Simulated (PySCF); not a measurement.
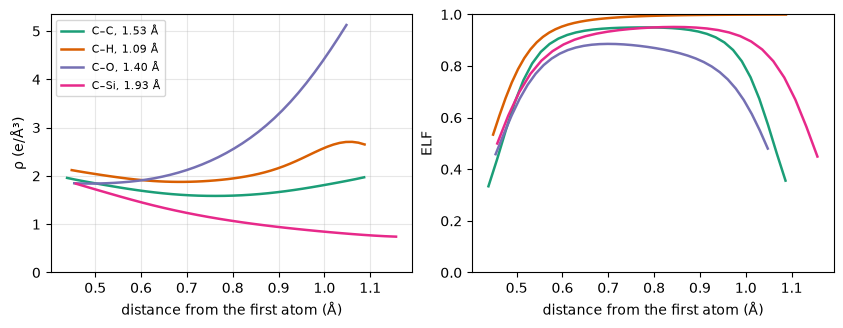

C$_{4}$H$_{12}$OSi$_{2}$ (SMILES CO[C@H]1[SiH2][C@H](C)[SiH2]1). Total electron density and electron localisation function along straight lines between neighbouring atoms. The curves leave out the atomic cores.

Geometry: GFN2-xTB.

Computed with PBE0/pcSseg-1, SCF density, gas phase, non-relativistic (PySCF).

The calculation's input:

```
{"job": {"kind": "nmr", "xc": "PBE0", "basis": "pcSseg-1"}, "charge": 0, "multiplicity": 1}
C      3.083490    -0.239652     0.585416
O      2.022379     0.659405     0.449964
C      0.756396     0.086940     0.783151
Si    -0.639058     1.406566     0.580939
C     -1.336828     0.316926    -0.851728
C     -2.794243    -0.119986    -0.745940
Si    -0.001112    -1.047838    -0.592351
H      3.988931     0.287907     0.288191
H      2.943620    -1.122158    -0.053450
H      3.184535    -0.580407     1.625425
H      0.831469    -0.368365     1.780904
H     -1.535684     1.489445     1.738308
H     -0.154383     2.730968     0.208003
H     -1.210568     0.811339    -1.818324
H     -2.979680    -0.618414     0.202828
H     -3.461756     0.738074    -0.811942
H     -3.052014    -0.812599    -1.546424
H      0.863410    -1.287941    -1.748376
H     -0.518706    -2.320957    -0.082054
```

Launched as:

```sh
OMP_NUM_THREADS=1 python probes_run.py task.json out
```

Q: What kind of bonding do the profiles show?

A: C–C (1.53 Å): the density is about 1.6 e/Å³ at the midpoint; the ELF peaks at about 0.95 between the atoms, as expected for a covalent bond.
C–H (1.09 Å): ρ at the midpoint is about 2 e/Å³; the ELF climbs to about 1 towards the hydrogen, as it does in any bond to H; an ordinary covalent bond to hydrogen.
C–O (1.40 Å): ρ is about 2.1 e/Å³ halfway, with its minimum of 1.8 e/Å³ about 0.5 Å from C; the ELF peaks at about 0.90 between the atoms, as expected for a polar covalent bond.
C–Si (1.93 Å): ρ is about 0.88 e/Å³ halfway; the ELF peaks at about 0.95 between the atoms (a shared electron pair).
